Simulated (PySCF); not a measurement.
**AlH2Br (SMILES [AlH2][Br]) at 6 levels**

Wanted: a comparison of 6 runs (HF/def2-SVP, B3LYP/6-31G*, BP86/6-31G*, PBE/6-311G**, PBE/def2-TZVP) of AlH2Br. Input form: a Python script.

The results are computed with PySCF 2.14.0.

1 further run of the same task is left out (for a known fault of the program).

## 1. The structure to begin with

The species is AlH2Br (4 atoms), meant as a singlet with charge 0. SMILES: `[AlH2][Br]`. The shape is that of a PBE0-D4/def2-TZVP optimisation.

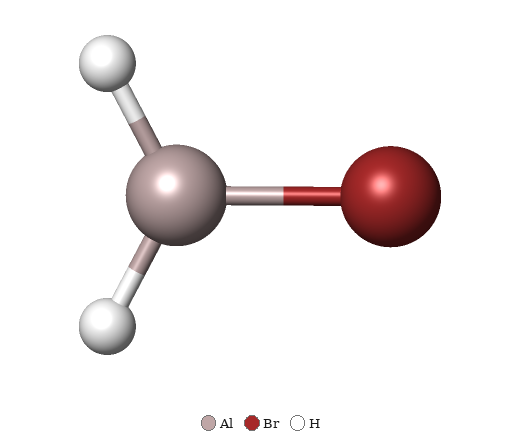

Viewed from a chosen angle; aluminium light grey, bromine red, hydrogen white.

## 2. Energy and forces at HF/def2-SVP (run 1)

File run.py:

```python
import pyscf.grad
from pyscf import gto, scf

mol = gto.M(
    atom=[
    ('Al', (-0.148300, -0.064700, -0.110300)),
    ('Br', (1.684900, 0.496600, 1.079700)),
    ('H', (-0.561600, -1.584800, -0.139200)),
    ('H', (-0.919700, 1.092700, -0.850400)),
],
    basis='def2-svp',
    max_memory=1860,
    verbose=4,
)

mf = scf.RHF(mol)
mf.conv_tol = 1e-10
mf.kernel()
if not mf.converged:
    mf = mf.newton().run(mf.mo_coeff, mf.mo_occ)

e_tot = mf.e_tot
print(f'total energy: {e_tot:.8f} hartree')
grad = mf.Gradients().kernel()
dip = mf.dip_moment()
pop, q = mf.mulliken_pop()
```

Started as:

```bash
$ OMP_NUM_THREADS=1 python run.py
```

The log of the run:

```text
PySCF version 2.14.0

[... 56 lines left out ...]
converged SCF energy = -2815.16388828137
total energy: -2815.16388828 hartree
[... 10 lines left out ...]
Dipole moment(X, Y, Z, Debye): -1.19470, -0.36587, -0.77559
[... 65 lines left out ...]
charge of    3H =     -0.23846
```

Run time: 3.3 s. Hardware: 1 thread of Intel Xeon at 2.70GHz, shared host; peak memory 0.13 GiB.

## 3. Energy and forces at B3LYP/6-31G(d) (spherical functions) (run 2)

File input.py:

```python
# [AlH2][Br]
import pyscf.grad
from pyscf import gto, dft

molecule = gto.Mole()
molecule.atom = '''
Al    -0.280246    -0.122265    -0.208437
Br     3.184000     0.938438     2.040337
H     -1.061270    -2.994838    -0.263050
H     -1.737981     2.064904    -1.607023
'''
molecule.unit = 'bohr'
molecule.charge = 0
molecule.max_memory = 1860
molecule.verbose = 4
molecule.basis = '6-31g*'
molecule.build()

myscf = dft.RKS(molecule, xc='b3lyp')
myscf.grids.level = 5
myscf.conv_tol = 1e-10
myscf.kernel()
if not myscf.converged:
    myscf = myscf.newton().run(myscf.mo_coeff, myscf.mo_occ)

etot = myscf.e_tot
print('E(%s) = %.9f' % ('B3LYP', etot))
grad = myscf.Gradients().kernel()
myscf.analyze()
```

Started as:

```bash
$ OMP_NUM_THREADS=1 python input.py
```

The log of the run:

```text
PySCF version 2.14.0

[... 87 lines left out ...]
Two-electron Energy =                 1228.621622910892938
[... 9 lines left out ...]
MO #6   energy= -56.0781838168222  occ= 2
[... 7 lines left out ...]
MO #14  energy= -2.72229968749765  occ= 2
[... 7 lines left out ...]
MO #22  energy= -0.344146612529909 occ= 2
[... 7 lines left out ...]
MO #30  energy= 0.0978425410418194 occ= 0
[... 7 lines left out ...]
MO #38  energy= 0.416271623645402  occ= 0
[... 7 lines left out ...]
MO #46  energy= 0.742547117854332  occ= 0
[... 7 lines left out ...]
MO #54  energy= 4.91495580788253   occ= 0
[... 61 lines left out ...]
Dipole moment(X, Y, Z, Debye): -1.17532, -0.35992, -0.76299
```

Run time: 13 s. Hardware: 1 thread of Intel Xeon at 2.70GHz, shared host; peak memory 0.55 GiB.

Runs 3 to 5 aren't shown in full; the table further down has their settings and results.

## 4. Energy and gradient at PBE/def2-TZVP (run 6)

File input.py:

```python
import pyscf.grad
from pyscf import gto, dft

mol = gto.M(
    atom='''
Al    -0.280246    -0.122265    -0.208437
Br     3.184000     0.938438     2.040337
H     -1.061270    -2.994838    -0.263050
H     -1.737981     2.064904    -1.607023
''',
    verbose=3,
    charge=0,
    spin=0,
    basis='def2-tzvp',
    unit='bohr',
    max_memory=1860,
)

mf = dft.RKS(mol, xc='pbe')
mf.grids.level = 5
mf.conv_tol = 1e-10
mf.kernel()
if not mf.converged:
    mf = mf.newton().run(mf.mo_coeff, mf.mo_occ)

energy = mf.e_tot
print('E = %.10f Eh' % energy)
grad = mf.Gradients().kernel()
dip = mf.dip_moment()
pop, q = mf.mulliken_pop()
```

Started as:

```bash
$ OMP_NUM_THREADS=1 python input.py
```

The log of the run:

```text
converged SCF energy = -2817.30895417087
[... 8 lines left out ...]
Dipole moment(X, Y, Z, Debye): -0.87282, -0.26730, -0.56662
[... 102 lines left out ...]
charge of    3H =     -0.07155
```

Run time: 26 s. Hardware: 1 thread of Intel Xeon at 2.70GHz, shared host; peak memory 0.95 GiB.

## 5. Overview of the runs

```
run                               level  integration grid  Cartesian functions   energy (Eh)  dipole moment (D)  HOMO energy (eV)  LUMO energy (eV)  wall time
  1                         HF/def2-SVP                 –                   no  -2815.163888               1.47            -11.13              1.06      3.3 s
  2  B3LYP/6-31G* (spherical functions)                 5                   no  -2817.559150               1.45             -7.95             -1.95       13 s
  3   BP86/6-31G* (spherical functions)                 5                   no  -2817.800638               1.33             -7.07             -2.57       13 s
  4  B3LYP/6-31G* (Cartesian functions)                 5                  yes  -2817.569093               1.44             -7.95             -1.95       13 s
  5                        PBE/6-311G**                 5                   no  -2817.270260               1.27             -7.01             -2.54       17 s
  6                       PBE/def2-TZVP                 5                   no  -2817.308954               1.07             -7.03             -2.50       26 s
```

## 6. Results

| quantity | value |
| --- | --- |
| run 6: total energy | -2817.30895 Eh |
| run 6: dipole moment | 1.07 D |
| run 6: HOMO energy | -7.03 eV |
| run 6: LUMO energy | -2.50 eV |
| run 6: HOMO–LUMO gap | 4.53 eV |
| run 6: largest force on an atom | 0.207 eV/Å |

The dipole moment (its size) runs from 1.07 D (PBE/def2-TZVP) to 1.47 D (HF/def2-SVP). The two ends differ in method and basis. The HOMO–LUMO gap runs from 4.47 eV (PBE/6-311G**) to 12.19 eV (HF/def2-SVP). Totals of different functionals can't be ranked against each other. All runs together took 85 s, the longest 26 s.
